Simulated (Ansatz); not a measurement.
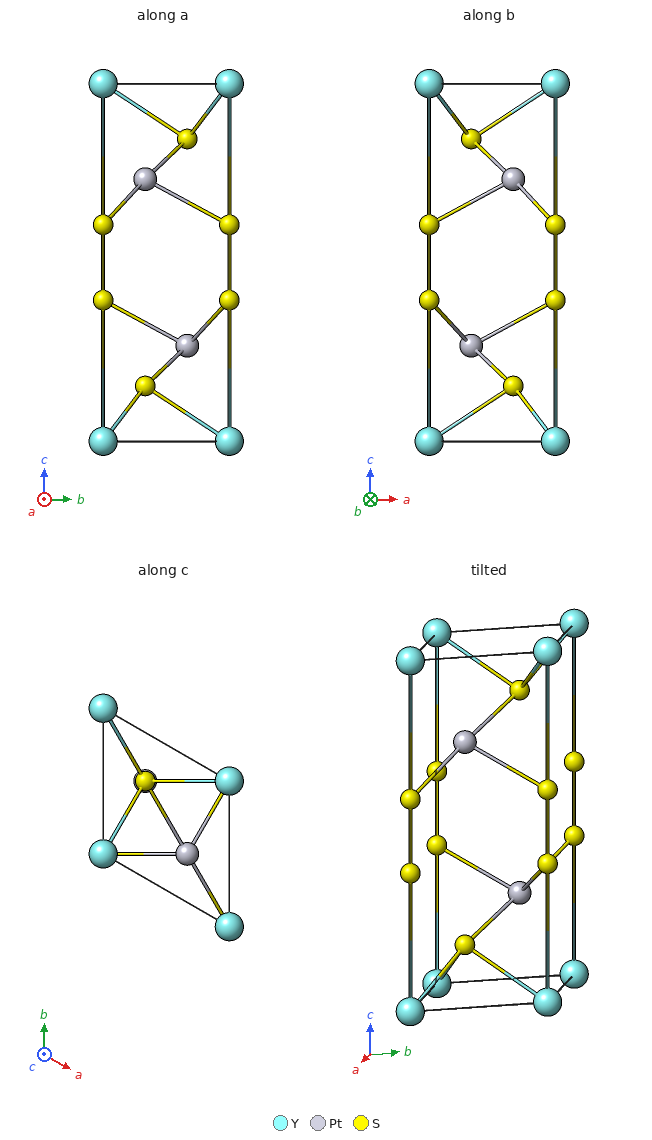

This ball-and-stick model is shown along the a axis, along the b axis, along the c axis and slightly off an axis. The conventional unit cell is outlined; an atom on or near a face, edge or corner is repeated at each equivalent position.

Lattice parameters: a = 3.935 Å, b = 3.935 Å, c = 9.664 Å, α = 90.00°, β = 90.00°, γ = 120.00°.

Q: Put the structure into a table of Wyckoff sites, with free fractional coordinates to two decimals.

A: Space group P-3m1 (No. 164).
```
atom  site       x       y     z
   Y    1a    0.00    0.00  0.00
  Pt    2d  0.6667  0.3333  0.73
   S    2d  0.3333  0.6667  0.85
   S    2c    0.00    0.00  0.61
```

Its origin is a structure type filled with these elements by a generator (whether the compound takes this form wasn't checked). Earlier steps of the study, as a rule a relaxation of our own, may have changed the cell and positions, so they can lie some per cent off the listed ones. A calculation with Ansatz used it as input.
